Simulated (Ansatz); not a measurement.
Single-point calculation of AlCu6 (charge −1)

System: AlCu6, charge −1.
Method: RKS PBE-D4/def2-TZVPD (Ansatz 0.2.0).

The geometry comes from this level: PBE-D4/def2-SVPD. Figures and captions count atoms from 1; the log counts them from 0 in places.

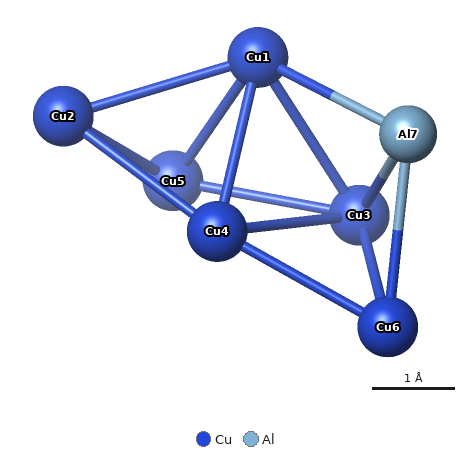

**Figure 1.** The structure (ball-and-stick view, seen at a tilt; atoms are numbered from 1 in the order of the input). Sticks mark near contacts.

### Key numbers

| quantity | value |
| --- | --- |
| outcome | converged |
| total energy | −274407.5894 eV |
| mean-field energy | −274407.0447 eV |
| dispersion energy | −0.5447 eV |
| SCF solution under orbital rotations | stable |
| HOMO | −0.10 eV |
| LUMO | 0.43 eV |
| largest force (length of the vector) | 0.363 eV/Å |
| hardware | 4 threads of Intel Xeon @ 2.50GHz, 11 GiB of memory available, shared host |
| wall time | 15 s (CPU time 54 s) |
| peak memory | 1.1 GiB |

### The input
```yaml
crystal:
  periodic: [false, false, false]
  atoms:
    - {symbol: Cu, position_ang: [0.706359, 1.051631, 0.822255]}
    - {symbol: Cu, position_ang: [2.373905, 0.509013, -0.942805]}
    - {symbol: Cu, position_ang: [-0.708023, -0.952972, 1.066552]}
    - {symbol: Cu, position_ang: [-0.017154, -0.016759, -1.144459]}
    - {symbol: Cu, position_ang: [1.625371, -1.162377, 0.500314]}
    - {symbol: Cu, position_ang: [-2.283966, -0.689346, -0.764304]}
    - {symbol: Al, position_ang: [-1.696502, 1.260800, 0.462457]}
basis:
  gaussian: {orbitals: def2-TZVPD, initial_orbitals: start.molden}
total_charge: -1
hamiltonian: {xc: pbe, dispersion: d4}
scf: {omitted_lower_state_checks: [starts]}
output: {forces: true, orbitals: {seedname: orbitals}}
```

Command:
```bash
ansatz run in.yaml --threads 4 --pin off --events-out ev --progress --plain --max-ram 4787MiB
```

### Log
```
Functional definition: PBE
  name "PBE"
  cite "Perdew, Burke & Ernzerhof, Phys. Rev. Lett. 77, 3865 (1996) doi:10.1103/PhysRevLett.77.3865"
  parent pbe
  parameter kappa = 0.804
  parameter beta = 0.06672455060314922
  exchange = pbe_x(kappa = kappa, mu = beta*pi^2/3)
  correlation = pbe_c(beta = beta)
these checks for a lower state are left out or cut short: starts
3078 factors; their error is unknown
mean field evaluation 1: about -274406.4286 eV, gradient 1.9e1 eV
mean field evaluation 2: about -274407.1189 eV, gradient 1.2e0 eV
mean field evaluation 4: about -274407.0446 eV, gradient 5.7e-2 eV
mean field -274407.04465060 eV, -10084.2728911344 hartree, gradient 6.5e-5 eV, S^2 0.000000; 0 other end points of the search recorded, 0 dependent functions left out
the calculation of the forces begins
reference -274407.04468916 eV, -10084.2728925513 hartree; 94, 94 occupied and 237, 237 virtual orbitals, 3078 factors
Total energy: -274407.58937684 eV, -10084.2929094544 hartree
Atom 0 at     0.706359     1.051631     0.822255 Å, force    -0.020141     0.203575     0.136420 eV/Å
Atom 1 at     2.373905     0.509013    -0.942805 Å, force     0.272413     0.143909    -0.191181 eV/Å
Atom 2 at    -0.708023    -0.952972     1.066552 Å, force    -0.104685    -0.103307     0.198791 eV/Å
Atom 3 at    -0.017154    -0.016759    -1.144459 Å, force    -0.055121     0.025222    -0.177658 eV/Å
Atom 4 at     1.625371    -1.162377     0.500314 Å, force     0.144769    -0.268945     0.115948 eV/Å
Atom 5 at    -2.283966    -0.689346    -0.764304 Å, force    -0.222030    -0.105553    -0.136535 eV/Å
Atom 6 at    -1.696502     1.260800     0.462457 Å, force    -0.015205     0.105099     0.054216 eV/Å
Dipole moment:     0.201982    -0.193012    -0.118374 e Å
Checks for a lower state left out: starts
```

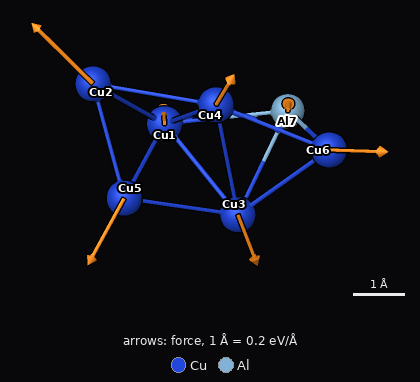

**Figure 2.** Forces on the atoms as orange arrows (ball-and-stick view, seen at an oblique angle; atoms are numbered from 1 in the order of the input). The largest act on Cu2 (0.36 eV/Å); Cu5 (0.33 eV/Å); Cu6 (0.28 eV/Å); Cu1, Cu3 (0.25 eV/Å), among others. The geometry is not a stationary point of this energy.

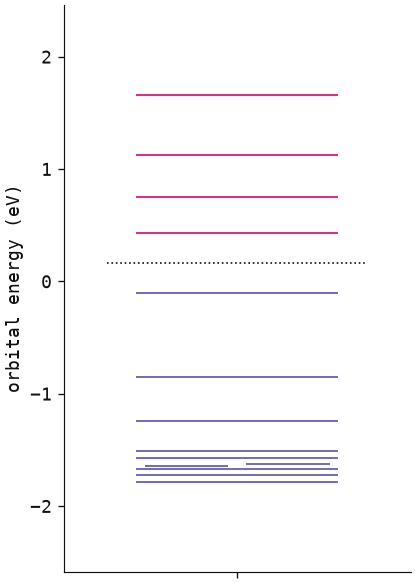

**Figure 3.** Orbital energies near the frontier; the dotted line parts filled from empty levels, and levels within 0.02 eV of each other stand side by side. Highest filled −0.10 eV, lowest empty 0.43 eV, 0.53 eV apart.
